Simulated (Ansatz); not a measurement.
## HfN, pressure series

The reference is HfN in the rock salt structure (space group Fm-3m, No. 225; a = 4.548 Å).

Cell and atoms are relaxed at each pressure.

Method: DFT with PBE, PAW potentials and a 420 eV plane-wave cutoff in Ansatz (a program for electronic structure), no spin-orbit coupling.

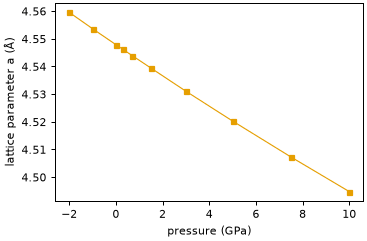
Lattice parameter a against pressure

```csv
pressure (GPa),lattice parameter a
-2,8.616 bohr
-1,8.605 bohr
0.3,8.591 bohr
0.7,8.587 bohr
1.5,8.578 bohr
3,8.562 bohr
5,8.542 bohr
7.5,8.518 bohr
10,8.494 bohr
```

Load acts through the strain it causes; cell and atoms are relaxed under it. No phonon test of stability was made. Competing high-pressure phases were not computed. The final runs are not spin-polarised. An odd electron count without spin: HfN.
